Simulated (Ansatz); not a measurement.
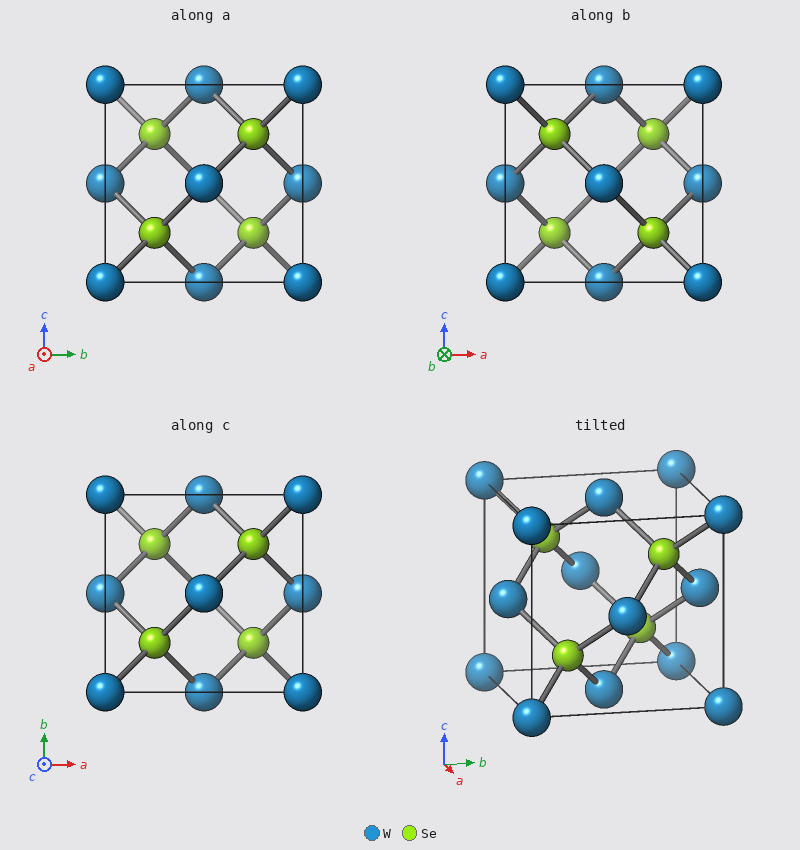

Ball-and-stick representation of a periodic structure, projected along the a axis, along the b axis, along the c axis and slightly off an axis. The edges of the conventional unit cell are marked.

Lattice parameters: a = 5.6010 Å, b = 5.6010 Å, c = 5.6010 Å, α = 90.000°, β = 90.000°, γ = 90.000°.

Q: Write the structure as a CIF in P1 with every atom of the cell.

A:
```cif
data_structure
_symmetry_space_group_name_H-M 'P 1'
_symmetry_Int_Tables_number 1
_cell_length_a 5.6010
_cell_length_b 5.6010
_cell_length_c 5.6010
_cell_angle_alpha 90.000
_cell_angle_beta 90.000
_cell_angle_gamma 90.000
_cell_volume 175.71
loop_
_atom_site_label
_atom_site_type_symbol
_atom_site_fract_x
_atom_site_fract_y
_atom_site_fract_z
_atom_site_occupancy
W1 W 0.0000 0.0000 0.0000 1
Se1 Se 0.2500 0.2500 0.7500 1
W2 W 0.0000 0.5000 0.5000 1
Se2 Se 0.2500 0.7500 0.2500 1
W3 W 0.5000 0.0000 0.5000 1
Se3 Se 0.7500 0.2500 0.2500 1
W4 W 0.5000 0.5000 0.0000 1
Se4 Se 0.7500 0.7500 0.7500 1
```

Source of the structure: a structure type filled with these elements by a generator (whether the compound takes this form wasn't checked). Earlier steps of the study may have refined or changed the cell and positions. It went into a calculation with Ansatz.
